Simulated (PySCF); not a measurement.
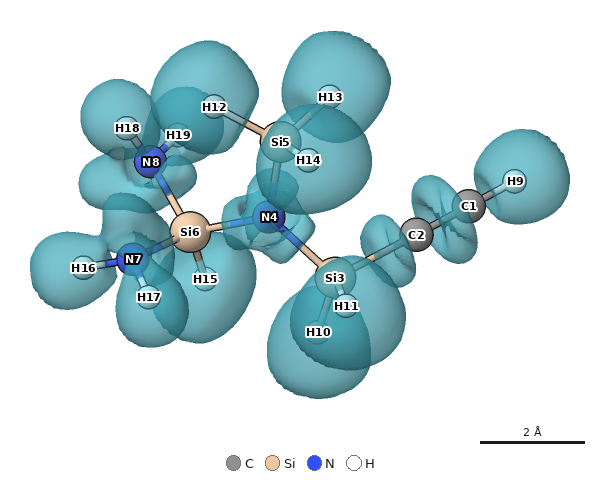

Figure. C2H11N3Si3 (SMILES C#C[SiH2]N([SiH3])[SiH](N)N). Isosurface of the electron localisation function at 0.8 (cyan), seen across its widest extent. Only the valence region is drawn (cores and ρ < 0.01 e/Å³ removed).

Geometry: GFN2-xTB.

All numbers below come from PySCF, PBE0/pcSseg-1, SCF density, gas phase, non-relativistic.

Input file:

```
{"job": {"kind": "nmr", "xc": "PBE0", "basis": "pcSseg-1"}, "charge": 0, "multiplicity": 1}
C      3.954654     0.619675    -0.360407
C      2.899724     0.190286    -0.744787
Si     1.266176    -0.472069    -1.317565
N      0.083298    -0.220124    -0.067602
Si     0.425226    -0.845481     1.517440
Si    -1.448774     0.566940    -0.399376
N     -2.607529    -0.697688    -0.577479
N     -2.095777     1.567653     0.844538
H      4.878550     0.996167    -0.024014
H      0.843730     0.258226    -2.514604
H      1.414098    -1.910094    -1.590626
H     -0.798941    -0.828520     2.317679
H      1.445893    -0.000186     2.149255
H      0.917356    -2.220264     1.392440
H     -1.229979     1.470567    -1.530469
H     -3.568297    -0.431065    -0.716371
H     -2.369311    -1.460444    -1.189584
H     -2.501987     1.099446     1.637981
H     -1.517913     2.326225     1.166091
```

Launched as:

```sh
OMP_NUM_THREADS=1 python probes_run.py task.json out
```

Identify the bonds, lone pairs and shells in this picture.

Answer. At this value the surface marks out one region between bonded C–C atoms (shared pairs), one region between bonded C–Si atoms (shared pairs), seven regions around hydrogen nuclei, one region on N in which the atom's valence shell and bonds are merged and two joined regions spread over several atoms (H, N), in which their bonds and any lone pairs are merged. Along the contacts the grid gives the following. C–C (1.20 Å): the ELF peaks at about 0.85 between the atoms; a short, multiple covalent bond. Si–N (1.72 Å): the ELF peaks at about 0.90 between the atoms: a shared but strongly polarised pair.
